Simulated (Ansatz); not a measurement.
**Molecular dynamics of AlSi16 (part 4 of 4)**

AlSi16 (defect cell, 17 atoms in the cell); DFT PBEsol, scalar-relativistic, plane waves, PAW, PAW set soft_1, spin-polarised (Ansatz 0.2.0); cutoff 420 eV, 2×2×2 k-mesh, Fermi–Dirac smearing of 0.02 eV, collinear spins. It belongs to a series of runs on one base structure; here: dynamics from the last frame of the run before.

Geometry of the input (Å; fractional positions):
```
0.0000  5.4300  5.4300
5.4300  0.0000  5.4300
5.4300  5.4300  0.0000
Si 0.0026  0.0148  -0.0315
Si 0.1487  0.1298  0.0930
Si 0.0101  0.0276  0.4502
Si 0.1182  0.1483  0.5900
Si 0.0108  0.5230  -0.0141
Si 0.1297  0.6449  0.1421
Si -0.0346  0.5162  0.5019
Si 0.1162  0.6851  0.5916
Si 0.5162  0.0453  -0.0379
Si 0.6478  0.1430  0.1143
Si 0.5090  0.0423  0.4827
Si 0.6459  0.1857  0.5941
Si 0.4901  0.5205  -0.0062
Si 0.6328  0.6800  0.0723
Si 0.4839  0.5575  0.4580
Si 0.6051  0.6497  0.6254
Al 0.2385  0.3031  0.7257
```

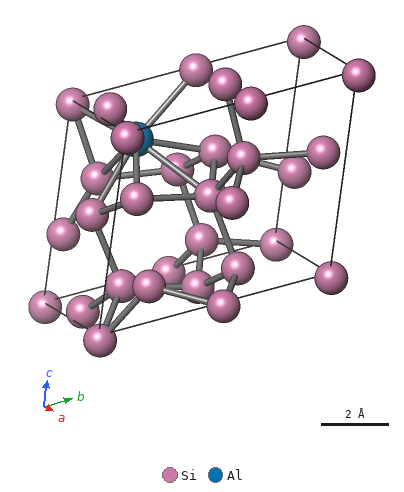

*The geometry at step 173 of the log (ball-and-stick view of the cell of the calculation, seen slightly off an axis).*

**Trajectory as extended XYZ, continued**
```
17
Lattice="0.0000 5.4300 5.4300 5.4300 0.0000 5.4300 5.4300 5.4300 0.0000" Properties=species:S:1:pos:R:3:forces:R:3 step=159 time_fs=318.0 energy=-10462.63736 temperature=651.8
Si   -0.0606   -0.3290    0.0356    1.2817   0.2770  -0.0211
Si    2.1757    0.3238    0.6688   -0.2661   0.3985   0.0399
Si    1.8866    2.6773    0.7807    0.6934  -0.0904   0.8222
Si    4.0988    3.8612    1.4276   -1.9702  -0.6025  -0.4940
Si    2.6218    0.0182    3.0404    1.4200   0.2519   0.8039
Si    4.4159    1.3343    4.3033   -2.0364   1.1049  -0.4766
Si    5.5101    2.6920    2.6874    1.3007  -0.9885   1.7259
Si    6.7486    3.9577    4.4161   -0.7363  -0.0075  -1.1088
Si    0.3186    2.7464    2.5998    0.8317  -0.9078   0.4240
Si    1.5321    4.0139    4.0942    1.0852  -0.4399   0.7810
Si    3.0894    5.3910    2.8613   -1.3934   0.3902   0.7792
Si    3.7811    6.9438    4.6321    0.4002  -0.5548  -0.3497
Si    2.9074    2.6683    5.7616   -0.8833  -1.0250  -1.1106
Si    4.0198    3.9285    7.3088   -0.7557   0.3060  -0.1012
Si    5.1084    5.1901    5.7326    1.4244   1.5440  -0.1853
Si    6.8605    6.5384    7.0434    0.1162   0.1778  -1.3019
Al    5.6319    5.7453    2.8073   -0.5122   0.1660  -0.2271
17
Lattice="0.0000 5.4300 5.4300 5.4300 0.0000 5.4300 5.4300 5.4300 0.0000" Properties=species:S:1:pos:R:3:forces:R:3 step=166 time_fs=332.0 energy=-10463.20968 temperature=879.3
Si   -0.1159   -0.2450   -0.0019    1.3258  -0.9803   0.9150
Si    2.1192    0.3458    0.6887    0.1031   0.3646   0.1124
Si    1.9243    2.6902    0.7821    0.4437   0.0380   0.6255
Si    4.0618    3.8044    1.3941   -1.6328   0.5145  -0.4775
Si    2.7365    0.0320    3.0247   -0.2981  -0.5160   0.2713
Si    4.3397    1.3236    4.2323   -1.5281   1.2009  -0.4722
Si    5.4706    2.6950    2.7233    1.3384  -1.1435   0.5513
Si    6.6469    3.9231    4.3655    0.3711   0.3044  -0.7291
Si    0.3490    2.6695    2.7473   -0.1003   0.9264  -0.2956
Si    1.5564    4.0222    4.1776    1.0748  -0.2327   0.4622
Si    3.0308    5.5002    2.9063   -1.1282  -0.5283   0.0472
Si    3.9014    6.9027    4.6537    0.2322  -0.0830   0.2921
Si    2.9659    2.6043    5.7119   -1.6178  -0.5253  -0.8731
Si    4.0227    3.9127    7.2304    0.2010  -0.4685   0.9111
Si    5.2174    5.1465    5.7735    0.8449   1.8883  -0.5182
Si    6.8407    6.5655    6.9390    0.3799   0.3987  -0.3733
Al    5.5768    5.8112    2.8544   -0.0098  -1.1581  -0.4491
17
Lattice="0.0000 5.4300 5.4300 5.4300 0.0000 5.4300 5.4300 5.4300 0.0000" Properties=species:S:1:pos:R:3:forces:R:3 step=173 time_fs=346.0 energy=-10463.28073 temperature=848.1
Si   -0.0911   -0.2164    0.0126   -0.1878  -0.4178   0.3583
Si    2.0721    0.3909    0.7171    0.6757   0.2015   0.4490
Si    1.9831    2.7045    0.8218   -0.8607   0.0626  -0.1500
Si    3.9315    3.7778    1.3379    1.0659   0.6623   0.6395
Si    2.8280    0.0086    3.0235   -1.7486  -1.5054  -0.7974
Si    4.1780    1.3818    4.1403    0.9342  -0.4580   0.6207
Si    5.5104    2.6277    2.7852   -0.3705  -0.2576  -1.9076
Si    6.5747    3.9115    4.2753    1.6247   0.7272   0.7032
Si    0.3773    2.6480    2.8729   -0.2646   1.2666  -0.5122
Si    1.6451    4.0161    4.2862    0.0663   0.1352  -0.2684
Si    2.9045    5.5748    2.9554   -0.0993  -0.7120  -0.2497
Si    4.0287    6.8573    4.6900   -0.5493   0.5046   0.3159
Si    2.9237    2.5154    5.6148   -0.9714   1.1246   0.7140
Si    4.0376    3.8716    7.2032    0.8742  -0.4182   0.0440
Si    5.3728    5.2157    5.7824   -0.7341   0.0993  -0.1897
Si    6.8457    6.6168    6.8170    0.5523   0.3722   1.0768
Al    5.5195    5.8013    2.8678   -0.0071  -1.3869  -0.8465
17
Lattice="0.0000 5.4300 5.4300 5.4300 0.0000 5.4300 5.4300 5.4300 0.0000" Properties=species:S:1:pos:R:3:forces:R:3 step=180 time_fs=360.0 energy=-10462.82115 temperature=581.0
Si   -0.0731   -0.2182    0.0516   -0.6876  -0.0096  -0.0888
Si    2.0681    0.4465    0.7704    0.6800  -0.1543   0.1454
Si    1.9854    2.7223    0.8532   -1.5889   0.1690  -0.3256
Si    3.8676    3.7969    1.3213    2.0874   0.7804   1.0006
Si    2.8133   -0.1042    2.9789   -1.1047  -0.9725  -0.4408
Si    4.0717    1.4116    4.0830    1.4712  -1.4454   0.3605
Si    5.5322    2.5477    2.7390   -0.9062   0.8596  -1.1473
Si    6.6026    3.9412    4.2249    1.2512   0.0339   0.6561
Si    0.3881    2.7000    2.9613   -0.1625  -0.2039  -0.5025
Si    1.7320    4.0235    4.3734   -1.3765   1.1290  -0.8867
Si    2.7775    5.6023    2.9886    1.1144  -0.4441  -0.1183
Si    4.1158    6.8452    4.7422   -1.1844   0.7385  -0.3007
Si    2.8284    2.4958    5.5621    1.1819   1.4073   1.2325
Si    4.1053    3.8064    7.1825    0.7832   0.0173  -0.5109
Si    5.4791    5.2904    5.7766   -1.4176  -1.3787  -0.1243
Si    6.8827    6.6864    6.7677    0.0217  -0.4233   1.8857
Al    5.4629    5.7059    2.8248   -0.1626  -0.1033  -0.8349
```

**Summary**

- outcome: finished
- mean temperature over the second half: 882 K
- trajectory: 180 steps, 360 fs
- ensemble: nvt_nose_hoover
- temperature in the input: 840.0 K
- time step: 2 fs
- electrons treated: 67
- potential energy (free energy of the electrons) (last step): −10462.8211 eV
- Fermi energy (last step): 7.023 eV
- net moment of the cell (last step): 0.00 μB
- integrated absolute moment (last step): 0.00 μB
- largest force (length of the vector) (last step): 2.443 eV/Å
- hardware: 1 thread of Arm Neoverse V1, 24 GiB of memory available, shared host
- wall time: 48 min
- peak memory: 0.69 GiB

**Notes**

The electronic state found may not be the lowest one. The program warns: a screening estimate came out negative during mixing; the PAW datasets were made with another functional; some starting moments were not kept. The input asks for low accuracy. The k-point mesh is coarse for a cell of this size, so the results may not be converged. So short a trajectory is not equilibrated.
